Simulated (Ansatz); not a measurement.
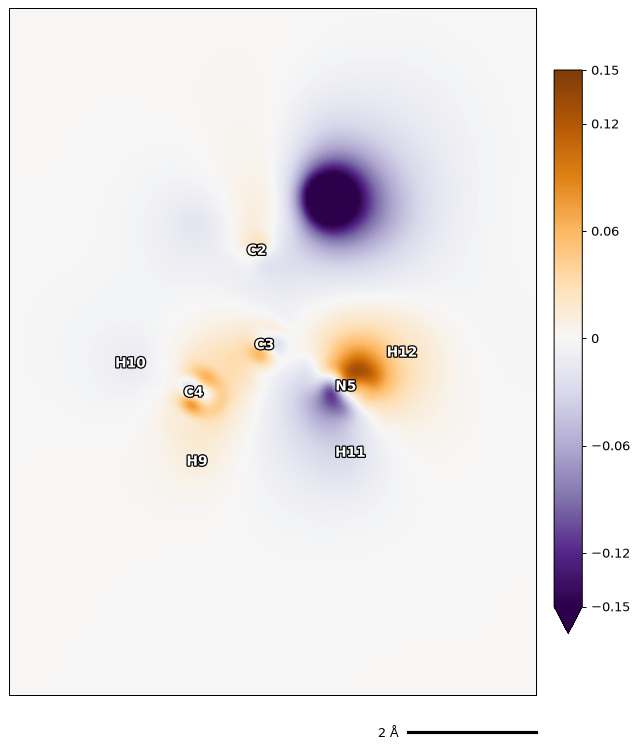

The picture shows: C4H7N (SMILES C=CC(=C)N). The HOMO on the plane of atoms C3, C4 and H10 (values in Å⁻³ᐟ²; the overall sign is arbitrary).

Not at a stationary point (largest force 1.9 eV/Å).

All numbers below come from Ansatz, SCF cam_b3lyp, Gaussian basis.

```xyz
12

C     0.4723    1.1927    1.4687
C     0.7959    0.6427    0.2990
C    -0.0705   -0.3230   -0.4179
C     0.4543   -1.0681   -1.3933
N    -1.4656   -0.4514   -0.1089
H    -0.4462    0.9547    1.9854
H     1.1583    1.8818    1.9442
H     1.7610    0.8935   -0.1266
H    -0.1576   -1.7725   -1.9426
H     1.5019   -0.9890   -1.6579
H    -2.0513   -1.1811   -0.5740
H    -1.9525    0.2196    0.5237
```

**Where does this orbital lie, and at what energy?**

Its weight (Hirshfeld) is mainly on C4 (about 35 %), N5 (about 25 %), C3 (about 15 %) and C1 (about 5 %). Its energy is −7.09 eV.
